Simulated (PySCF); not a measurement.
**CH₇N₃Si₂: NMR shifts at several levels of theory**

Aim: compute the NMR shifts of CH₇N₃Si₂ (`N#C[Si@@H](N)[SiH2]N`) at several levels, and see how far they spread and what each costs.

The runs use PySCF 2.14.0, with density-fitted response routines of our own; the level of theory stands in each step. All values are computed, except where a source is named. Atoms count from 0, in the outputs and in this text.

## (1) Starting geometry

13 atoms, charge 0, multiplicity 1; geometry from: PBE0-D3(BJ)/def2-SVP.

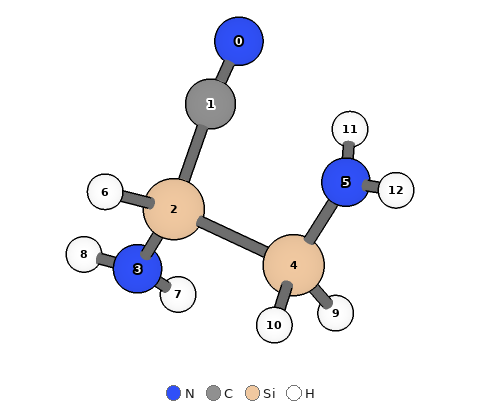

As it starts; nitrogen blue, carbon grey, silicon light orange, hydrogen white, atoms numbered.

## (2) Nuclear shieldings: PBE0/pcSseg-1

The job: settings as JSON, then the geometry in Å.

```
{"job": {"kind": "nmr", "xc": "PBE0", "basis": "pcSseg-1", "pop": false}, "charge": 0, "multiplicity": 1}
N     -1.854668     1.443749     2.126957
C     -1.539947     0.629691     1.360662
Si    -0.881433    -0.617749     0.108470
N     -1.543378    -0.440860    -1.469820
Si     1.415190    -0.145805     0.134526
N      1.745724     0.380872     1.745731
H     -1.288549    -1.938358     0.662307
H     -1.234259     0.327979    -2.054139
H     -2.514667    -0.669526    -1.651151
H      1.668041     0.832874    -0.982986
H      2.231088    -1.360363    -0.167545
H      1.105422     1.024181     2.200796
H      2.696892     0.516812     2.067831
```

Method: GIAO PBE0/pcSseg-1 NMR shielding, non-relativistic, gas phase.

Run with:

```sh
$ OMP_NUM_THREADS=1 python probes_run.py task.json out
```

The driver reads the jobs from task.json and runs them one after another.

What it wrote:

```text
coarse grid: 11864 points
cycle   1  E = -784.9685075266  dE =  3.707e-01  |g| = 6.048e-01  |ddm| = 3.302e+00
cycle   2  E = -784.8224354069  dE =  1.461e-01  |g| = 1.014e+00  |ddm| = 1.192e+00
cycle   3  E = -785.0396375546  dE = -2.172e-01  |g| = 2.201e-01  |ddm| = 7.922e-01
cycle   4  E = -785.0492413914  dE = -9.604e-03  |g| = 6.352e-02  |ddm| = 1.507e-01
cycle   5  E = -785.0501026908  dE = -8.613e-04  |g| = 1.115e-02  |ddm| = 5.186e-02
cycle   6  E = -785.0501318566  dE = -2.917e-05  |g| = 2.136e-03  |ddm| = 1.143e-02
cycle   7  E = -785.0501330201  dE = -1.163e-06  |g| = 4.536e-04  |ddm| = 2.627e-03
final grid: 105640 points
cycle   8  E = -785.0761004112  dE = -1.499e-05  |g| = 7.675e-03  |ddm| = 1.655e-02
cycle   9  E = -785.0760879083  dE =  1.250e-05  |g| = 1.095e-02  |ddm| = 1.373e-02
cycle  10  E = -785.0761120653  dE = -2.416e-05  |g| = 1.615e-03  |ddm| = 8.090e-03
cycle  11  E = -785.0761125850  dE = -5.196e-07  |g| = 5.774e-04  |ddm| = 1.201e-03
cycle  12  E = -785.0761126542  dE = -6.928e-08  |g| = 9.388e-05  |ddm| = 4.017e-04
cycle  13  E = -785.0761126564  dE = -2.156e-09  |g| = 1.704e-05  |ddm| = 1.027e-04
cycle  14  E = -785.0761126565  dE = -6.798e-11  |g| = 3.709e-06  |ddm| = 2.447e-05
converged SCF energy = -785.0761126565

GIAO shielding tensors (ppm)
atom      isotropic    diamagn.    paramagn.     s11        s22        s33       span
  0 N      -96.167     338.000    -434.166   -291.261   -276.491    279.252    570.513
  1 C       55.350     265.567    -210.217    -62.628    -60.330    289.006    351.634
  2 Si     412.205     880.161    -467.956    370.391    387.575    478.651    108.260
  3 N      255.563     317.844     -62.281    230.702    259.177    276.812     46.110
  4 Si     409.502     880.189    -470.687    357.749    392.612    478.145    120.397
  5 N      268.181     318.323     -50.141    234.765    255.092    314.687     79.921
  6 H       26.448      28.184      -1.736     23.432     24.880     31.033      7.600
  7 H       30.807      31.719      -0.912     23.282     27.747     41.392     18.110
  8 H       30.569      28.632       1.937     23.081     26.175     42.449     19.368
  9 H       26.418      30.058      -3.640     22.862     24.835     31.556      8.693
 10 H       26.465      28.826      -2.361     23.533     24.726     31.135      7.602
 11 H       30.713      32.734      -2.021     22.033     28.245     41.862     19.829
 12 H       31.182      28.841       2.340     22.972     26.738     43.835     20.863
```

Wall time 20 s (1 thread of Arm Neoverse N1, shared host); peak memory 0.87 GiB.

Shifts follow as δ = σ(reference) − σ, with reference shieldings (ppm) from runs at the same level and on the same kind of geometry: 1H TMS 31.27, 13C TMS 184.4, 29Si TMS 352.0, 15N NH3 265.7. The references are single molecules in the gas phase, so shifts against H2O, NH3, PH3, H3PO4 or CFCl3 are not on the usual liquid scales and can be off by tens of ppm. Atoms listed in one row are averaged.

```csv
atoms,environment,σ (ppm),δ (ppm),δ scaled to CDCl3
C1,nitrile carbon,55.3,129.1,124.8
H9,"hydrogen on a silicon bonded to N, Si",26.42,4.85,–
H6,"hydrogen on a silicon bonded to C, N, Si",26.45,4.82,–
H10,"hydrogen on a silicon bonded to N, Si",26.46,4.80,–
"H7, H8",hydrogen on a nitrogen bonded to Si,30.69,0.58,–
"H11, H12",hydrogen on a nitrogen bonded to Si,30.95,0.32,–
N0,nitrile nitrogen,-96.2,361.8,–
N3,"nitrogen bonded to Si, 2 H",255.6,10.1,–
N5,"nitrogen bonded to Si, 2 H",268.2,-2.5,–
Si4,"silicon bonded to N, Si, 2 H",409.5,-57.5,–
Si2,"silicon bonded to C, N, Si, H",412.2,-60.2,–
```

The scaled column applies a straight-line fit of computed shieldings to shifts measured in CDCl3 (root-mean-square error 0.21 ppm for H, 2.0 ppm for C).

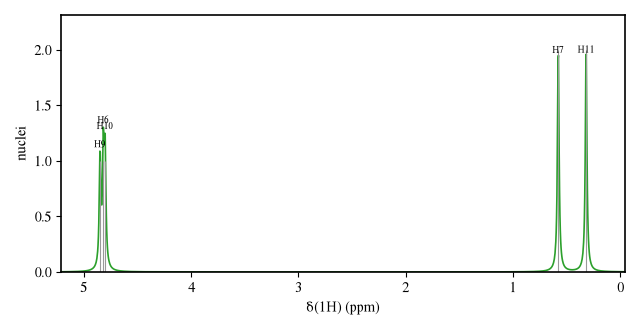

1H lines at the computed shifts, without couplings. Lines are broadened to a width of 0.02 ppm (Lorentzian).

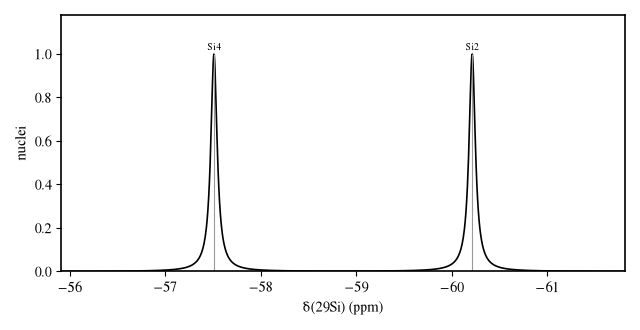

29Si lines at the computed shifts, without couplings. Lines are broadened to a width of 0.08 ppm (Lorentzian).

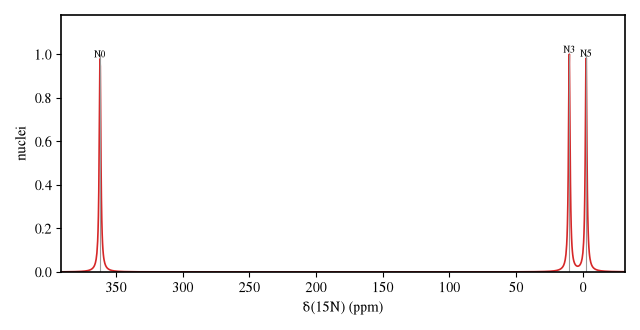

15N lines at the computed shifts, without couplings. Lines are broadened to a width of 1 ppm (Lorentzian).

## (3) NMR shieldings: mPW1PW91/pcSseg-1

The job, as its differences from that of step 2:

```diff
@@ -1,2 +1,2 @@
-{"job": {"kind": "nmr", "xc": "PBE0", "basis": "pcSseg-1", "pop": false}, "charge": 0, "multiplicity": 1}
+{"job": {"kind": "nmr", "xc": "mPW1PW91", "basis": "pcSseg-1", "pop": false}, "charge": 0, "multiplicity": 1}
 N     -1.854668     1.443749     2.126957
```

Level: GIAO mPW1PW91/pcSseg-1 NMR shielding, non-relativistic, gas phase.

What it wrote:

```text
coarse grid: 11864 points
cycle   1  E = -785.4163166297  dE =  3.726e-01  |g| = 6.174e-01  |ddm| = 3.301e+00
cycle   2  E = -785.2624903650  dE =  1.538e-01  |g| = 1.038e+00  |ddm| = 1.207e+00
cycle   3  E = -785.4906455569  dE = -2.282e-01  |g| = 2.240e-01  |ddm| = 8.037e-01
cycle   4  E = -785.5006737668  dE = -1.003e-02  |g| = 6.338e-02  |ddm| = 1.530e-01
cycle   5  E = -785.5015302755  dE = -8.565e-04  |g| = 1.151e-02  |ddm| = 5.203e-02
cycle   6  E = -785.5015616772  dE = -3.140e-05  |g| = 2.115e-03  |ddm| = 1.171e-02
cycle   7  E = -785.5015628294  dE = -1.152e-06  |g| = 4.544e-04  |ddm| = 2.635e-03
final grid: 105640 points
cycle   8  E = -785.5272015529  dE = -1.520e-05  |g| = 5.622e-03  |ddm| = 1.536e-02
cycle   9  E = -785.5271943082  dE =  7.245e-06  |g| = 8.209e-03  |ddm| = 1.007e-02
cycle  10  E = -785.5272079268  dE = -1.362e-05  |g| = 1.161e-03  |ddm| = 5.949e-03
cycle  11  E = -785.5272082039  dE = -2.771e-07  |g| = 3.469e-04  |ddm| = 8.080e-04
cycle  12  E = -785.5272082288  dE = -2.492e-08  |g| = 8.551e-05  |ddm| = 2.832e-04
cycle  13  E = -785.5272082306  dE = -1.850e-09  |g| = 1.111e-05  |ddm| = 8.850e-05
cycle  14  E = -785.5272082307  dE = -3.251e-11  |g| = 2.927e-06  |ddm| = 1.621e-05
converged SCF energy = -785.5272082307

GIAO shielding tensors (ppm)
atom      isotropic    diamagn.    paramagn.     s11        s22        s33       span
  0 N      -96.893     337.885    -434.779   -292.431   -277.914    279.665    572.096
  1 C       54.699     265.719    -211.021    -63.603    -61.324    289.022    352.625
  2 Si     410.528     880.241    -469.713    368.620    386.536    476.430    107.810
  3 N      254.540     317.979     -63.439    229.701    258.162    275.756     46.055
  4 Si     407.565     880.273    -472.708    356.683    390.916    475.097    118.414
  5 N      266.898     318.477     -51.579    233.668    254.165    312.861     79.193
  6 H       26.543      28.261      -1.717     23.533     24.973     31.124      7.592
  7 H       30.853      31.765      -0.912     23.358     27.820     41.381     18.023
  8 H       30.618      28.662       1.956     23.161     26.254     42.438     19.277
  9 H       26.516      30.150      -3.634     22.977     24.944     31.627      8.650
 10 H       26.570      28.904      -2.334     23.637     24.833     31.239      7.602
 11 H       30.739      32.770      -2.032     22.093     28.299     41.824     19.731
 12 H       31.221      28.864       2.357     23.057     26.806     43.800     20.743
```

Run time: 20 s. Hardware: 1 thread of Arm Neoverse N1, shared host; peak memory 0.83 GiB.

This run: δ C1 128.8, N0 361.1, N3 9.6, N5 -2.7, H9 4.80, H6 4.77 ppm.

## (4) Shielding tensors: WP04/pcSseg-1

The job, as its differences from that of step 3:

```diff
@@ -1,2 +1,2 @@
-{"job": {"kind": "nmr", "xc": "mPW1PW91", "basis": "pcSseg-1", "pop": false}, "charge": 0, "multiplicity": 1}
+{"job": {"kind": "nmr", "xc": "WP04", "basis": "pcSseg-1", "pop": false}, "charge": 0, "multiplicity": 1}
 N     -1.854668     1.443749     2.126957
```

Method: GIAO WP04/pcSseg-1 NMR shielding, non-relativistic, gas phase.

What it wrote:

```text
coarse grid: 11864 points
cycle   1  E = -796.4343429629  dE =  4.176e-01  |g| = 1.019e+00  |ddm| = 3.343e+00
cycle   2  E = -795.8472115710  dE =  5.871e-01  |g| = 1.851e+00  |ddm| = 2.138e+00
cycle   3  E = -796.5988014494  dE = -7.516e-01  |g| = 4.759e-01  |ddm| = 1.657e+00
cycle   4  E = -796.6458536391  dE = -4.705e-02  |g| = 1.423e-01  |ddm| = 3.155e-01
cycle   5  E = -796.6500876102  dE = -4.234e-03  |g| = 2.958e-02  |ddm| = 1.201e-01
cycle   6  E = -796.6502950842  dE = -2.075e-04  |g| = 5.514e-03  |ddm| = 3.046e-02
cycle   7  E = -796.6503026736  dE = -7.589e-06  |g| = 1.757e-03  |ddm| = 6.901e-03
final grid: 105640 points
cycle   8  E = -796.6857589221  dE = -2.077e-05  |g| = 7.719e-03  |ddm| = 1.945e-02
cycle   9  E = -796.6857411778  dE =  1.774e-05  |g| = 1.206e-02  |ddm| = 1.335e-02
cycle  10  E = -796.6857706934  dE = -2.952e-05  |g| = 9.263e-04  |ddm| = 8.479e-03
cycle  11  E = -796.6857708023  dE = -1.089e-07  |g| = 6.570e-04  |ddm| = 1.053e-03
cycle  12  E = -796.6857708910  dE = -8.867e-08  |g| = 1.607e-04  |ddm| = 3.990e-04
cycle  13  E = -796.6857708966  dE = -5.631e-09  |g| = 2.532e-05  |ddm| = 1.269e-04
cycle  14  E = -796.6857708968  dE = -1.173e-10  |g| = 1.392e-05  |ddm| = 3.312e-05
converged SCF energy = -796.6857708968

GIAO shielding tensors (ppm)
atom      isotropic    diamagn.    paramagn.     s11        s22        s33       span
  0 N      -95.850     338.838    -434.687   -293.056   -280.364    285.872    578.928
  1 C       47.003     267.179    -220.176    -74.376    -72.171    287.556    361.932
  2 Si     397.179     882.540    -485.361    353.474    380.805    457.259    103.784
  3 N      240.143     319.809     -79.667    216.383    245.417    258.627     42.244
  4 Si     393.218     882.592    -489.375    351.456    377.147    451.050     99.595
  5 N      250.644     320.246     -69.602    218.982    243.176    289.773     70.791
  6 H       27.503      29.110      -1.607     24.615     25.919     31.976      7.361
  7 H       31.006      32.439      -1.433     23.916     28.329     40.773     16.857
  8 H       30.781      28.751       2.031     23.758     26.826     41.759     18.001
  9 H       27.406      31.359      -3.954     24.060     25.897     32.259      8.199
 10 H       27.568      29.780      -2.212     24.717     25.852     32.136      7.420
 11 H       30.769      33.356      -2.587     22.604     28.679     41.026     18.422
 12 H       31.312      28.855       2.457     23.702     27.293     42.941     19.239
```

Run time: 20 s. Hardware: 1 thread of Arm Neoverse N1, shared host; peak memory 0.87 GiB.

In short: δ C1 125.4, N0 342.7, N3 6.8, N5 -3.7, H9 4.16, H6 4.06 ppm.

## (5) Nuclear shieldings: B97-2/pcSseg-1

The job, as its differences from that of step 4:

```diff
@@ -1,2 +1,2 @@
-{"job": {"kind": "nmr", "xc": "WP04", "basis": "pcSseg-1", "pop": false}, "charge": 0, "multiplicity": 1}
+{"job": {"kind": "nmr", "xc": "B97-2", "basis": "pcSseg-1", "pop": false}, "charge": 0, "multiplicity": 1}
 N     -1.854668     1.443749     2.126957
```

With the program's defaults for keys left out, this is: GIAO B97-2/pcSseg-1 NMR shielding, non-relativistic, gas phase.

What it wrote:

```text
coarse grid: 11864 points
cycle   1  E = -785.4049482121  dE =  3.656e-01  |g| = 6.253e-01  |ddm| = 3.308e+00
cycle   2  E = -785.2282941956  dE =  1.767e-01  |g| = 1.083e+00  |ddm| = 1.277e+00
cycle   3  E = -785.4802772896  dE = -2.520e-01  |g| = 2.417e-01  |ddm| = 8.667e-01
cycle   4  E = -785.4922936404  dE = -1.202e-02  |g| = 6.309e-02  |ddm| = 1.650e-01
cycle   5  E = -785.4931583545  dE = -8.647e-04  |g| = 1.239e-02  |ddm| = 5.529e-02
cycle   6  E = -785.4931958717  dE = -3.752e-05  |g| = 2.194e-03  |ddm| = 1.282e-02
cycle   7  E = -785.4931971580  dE = -1.286e-06  |g| = 5.188e-04  |ddm| = 2.886e-03
final grid: 105640 points
cycle   8  E = -785.5089148398  dE = -3.847e-05  |g| = 3.759e-03  |ddm| = 1.898e-02
cycle   9  E = -785.5089151282  dE = -2.884e-07  |g| = 2.212e-03  |ddm| = 3.075e-03
cycle  10  E = -785.5089152647  dE = -1.365e-07  |g| = 1.818e-03  |ddm| = 2.433e-03
cycle  11  E = -785.5089159724  dE = -7.077e-07  |g| = 3.435e-04  |ddm| = 1.123e-03
cycle  12  E = -785.5089159986  dE = -2.619e-08  |g| = 8.643e-05  |ddm| = 3.048e-04
cycle  13  E = -785.5089160001  dE = -1.434e-09  |g| = 2.848e-05  |ddm| = 8.346e-05
cycle  14  E = -785.5089160002  dE = -1.874e-10  |g| = 2.437e-06  |ddm| = 2.676e-05
converged SCF energy = -785.5089160002

GIAO shielding tensors (ppm)
atom      isotropic    diamagn.    paramagn.     s11        s22        s33       span
  0 N      -88.138     337.919    -426.058   -280.077   -265.421    281.083    561.160
  1 C       57.800     265.774    -207.974    -58.561    -56.237    288.198    346.759
  2 Si     417.161     880.420    -463.258    375.354    394.349    481.782    106.428
  3 N      254.158     317.968     -63.810    229.216    257.782    275.477     46.261
  4 Si     414.059     880.414    -466.355    364.763    397.391    480.024    115.261
  5 N      265.942     318.452     -52.510    232.851    253.924    311.051     78.200
  6 H       26.675      28.394      -1.719     23.677     25.119     31.228      7.551
  7 H       30.935      31.897      -0.962     23.486     27.942     41.377     17.891
  8 H       30.700      28.736       1.965     23.297     26.381     42.423     19.125
  9 H       26.612      30.325      -3.713     23.086     25.045     31.704      8.618
 10 H       26.694      29.048      -2.354     23.779     24.969     31.334      7.555
 11 H       30.802      32.899      -2.097     22.209     28.406     41.790     19.581
 12 H       31.290      28.933       2.357     23.187     26.933     43.751     20.563
```

It took 20 s on 1 thread of Arm Neoverse N1, shared host; peak memory 0.83 GiB.

Key values: δ C1 125.9, N0 351.0, N3 8.8, N5 -3.0, H9 4.76, H6 4.70 ppm.

## (6) Shielding tensors: BHandHLYP/pcSseg-1

The job, as its differences from that of step 5:

```diff
@@ -1,2 +1,2 @@
-{"job": {"kind": "nmr", "xc": "B97-2", "basis": "pcSseg-1", "pop": false}, "charge": 0, "multiplicity": 1}
+{"job": {"kind": "nmr", "xc": "BHandHLYP", "basis": "pcSseg-1", "pop": false}, "charge": 0, "multiplicity": 1}
 N     -1.854668     1.443749     2.126957
```

With the program's defaults for keys left out, this is: GIAO BHandHLYP/pcSseg-1 NMR shielding, non-relativistic, gas phase.

What it wrote:

```text
coarse grid: 11864 points
cycle   1  E = -785.3338559273  dE =  3.808e-01  |g| = 5.665e-01  |ddm| = 3.263e+00
cycle   2  E = -785.2898545531  dE =  4.400e-02  |g| = 7.573e-01  |ddm| = 9.001e-01
cycle   3  E = -785.4104524936  dE = -1.206e-01  |g| = 1.299e-01  |ddm| = 5.116e-01
cycle   4  E = -785.4134287157  dE = -2.976e-03  |g| = 6.001e-02  |ddm| = 1.028e-01
cycle   5  E = -785.4141847628  dE = -7.560e-04  |g| = 6.816e-03  |ddm| = 4.492e-02
cycle   6  E = -785.4141957212  dE = -1.096e-05  |g| = 1.525e-03  |ddm| = 7.275e-03
cycle   7  E = -785.4141963193  dE = -5.981e-07  |g| = 4.203e-04  |ddm| = 1.751e-03
final grid: 105640 points
cycle   8  E = -785.4354107301  dE = -7.483e-06  |g| = 2.807e-03  |ddm| = 8.483e-03
cycle   9  E = -785.4354107030  dE =  2.704e-08  |g| = 2.933e-03  |ddm| = 4.445e-03
cycle  10  E = -785.4354124170  dE = -1.714e-06  |g| = 2.803e-04  |ddm| = 2.022e-03
cycle  11  E = -785.4354124273  dE = -1.030e-08  |g| = 2.112e-04  |ddm| = 2.901e-04
cycle  12  E = -785.4354124361  dE = -8.833e-09  |g| = 5.968e-05  |ddm| = 1.655e-04
cycle  13  E = -785.4354124371  dE = -9.286e-10  |g| = 6.120e-06  |ddm| = 5.530e-05
converged SCF energy = -785.4354124371

GIAO shielding tensors (ppm)
atom      isotropic    diamagn.    paramagn.     s11        s22        s33       span
  0 N     -104.217     338.400    -442.617   -302.803   -290.770    280.922    583.726
  1 C       51.631     265.863    -214.232    -69.928    -67.852    292.673    362.600
  2 Si     416.278     878.917    -462.639    372.743    395.303    480.790    108.048
  3 N      256.007     318.419     -62.413    231.567    261.268    275.184     43.617
  4 Si     415.442     878.999    -463.557    367.638    398.957    479.731    112.093
  5 N      268.156     318.966     -50.810    235.855    257.498    311.116     75.261
  6 H       26.899      28.469      -1.570     23.871     25.250     31.576      7.705
  7 H       30.892      31.903      -1.011     23.351     27.731     41.594     18.244
  8 H       30.647      28.750       1.897     23.131     26.200     42.611     19.480
  9 H       26.943      30.380      -3.437     23.476     25.423     31.928      8.453
 10 H       26.929      29.096      -2.168     23.953     25.148     31.685      7.732
 11 H       30.732      32.915      -2.184     22.019     28.199     41.978     19.959
 12 H       31.222      28.958       2.263     23.039     26.690     43.936     20.898
```

Wall time 20 s (1 thread of Arm Neoverse N1, shared host); peak memory 0.87 GiB.

Key values: δ C1 132.3, N0 369.2, N3 9.0, N5 -3.1, H6 4.54, H10 4.51 ppm.

## (7) Shielding tensors: CAM-B3LYP/pcSseg-1

The job, as its differences from that of step 6:

```diff
@@ -1,2 +1,2 @@
-{"job": {"kind": "nmr", "xc": "BHandHLYP", "basis": "pcSseg-1", "pop": false}, "charge": 0, "multiplicity": 1}
+{"job": {"kind": "nmr", "xc": "CAM-B3LYP", "basis": "pcSseg-1", "pop": false}, "charge": 0, "multiplicity": 1}
 N     -1.854668     1.443749     2.126957
```

Level: GIAO CAM-B3LYP/pcSseg-1 NMR shielding, non-relativistic, gas phase.

What it wrote:

```text
coarse grid: 11864 points
cycle   1  E = -785.3566942610  dE =  3.704e-01  |g| = 6.295e-01  |ddm| = 3.263e+00
cycle   2  E = -785.2795169881  dE =  7.718e-02  |g| = 9.035e-01  |ddm| = 1.023e+00
cycle   3  E = -785.4463974233  dE = -1.669e-01  |g| = 1.450e-01  |ddm| = 5.811e-01
cycle   4  E = -785.4500141354  dE = -3.617e-03  |g| = 6.300e-02  |ddm| = 1.067e-01
cycle   5  E = -785.4508299865  dE = -8.159e-04  |g| = 8.884e-03  |ddm| = 4.747e-02
cycle   6  E = -785.4508482832  dE = -1.830e-05  |g| = 1.769e-03  |ddm| = 9.094e-03
cycle   7  E = -785.4508491679  dE = -8.847e-07  |g| = 3.694e-04  |ddm| = 2.436e-03
final grid: 105640 points
cycle   8  E = -785.4843417721  dE = -1.168e-05  |g| = 3.905e-03  |ddm| = 9.257e-03
cycle   9  E = -785.4843410314  dE =  7.407e-07  |g| = 4.445e-03  |ddm| = 5.935e-03
cycle  10  E = -785.4843448611  dE = -3.830e-06  |g| = 2.511e-04  |ddm| = 2.883e-03
cycle  11  E = -785.4843448751  dE = -1.406e-08  |g| = 7.570e-05  |ddm| = 3.411e-04
cycle  12  E = -785.4843448765  dE = -1.399e-09  |g| = 5.042e-05  |ddm| = 1.202e-04
cycle  13  E = -785.4843448770  dE = -5.011e-10  |g| = 1.351e-05  |ddm| = 3.652e-05
converged SCF energy = -785.4843448770

GIAO shielding tensors (ppm)
atom      isotropic    diamagn.    paramagn.     s11        s22        s33       span
  0 N      -98.358     339.418    -437.777   -295.230   -282.604    282.760    577.990
  1 C       51.481     265.493    -214.012    -69.135    -67.048    290.627    359.761
  2 Si     403.068     879.975    -476.908    359.913    378.422    470.867    110.954
  3 N      255.483     317.399     -61.916    230.245    260.522    275.682     45.437
  4 Si     402.561     879.890    -477.330    351.185    385.000    471.497    120.312
  5 N      268.219     317.874     -49.655    234.753    256.753    313.150     78.398
  6 H       26.658      28.480      -1.822     23.651     25.085     31.237      7.585
  7 H       30.867      31.826      -0.959     23.421     27.829     41.351     17.931
  8 H       30.633      28.695       1.938     23.221     26.306     42.372     19.151
  9 H       26.679      30.309      -3.631     23.202     25.157     31.676      8.474
 10 H       26.665      29.005      -2.340     23.744     24.919     31.331      7.587
 11 H       30.752      32.850      -2.097     22.118     28.344     41.794     19.676
 12 H       31.232      28.865       2.368     23.120     26.843     43.734     20.614
```

Run time: 28 s. Hardware: 1 thread of Arm Neoverse N1, shared host; peak memory 0.84 GiB.

Key values: δ C1 131.0, N0 365.7, N3 11.8, N5 -0.9, H6 4.67, H10 4.66 ppm.

(Part 1 of 2 ends here.)
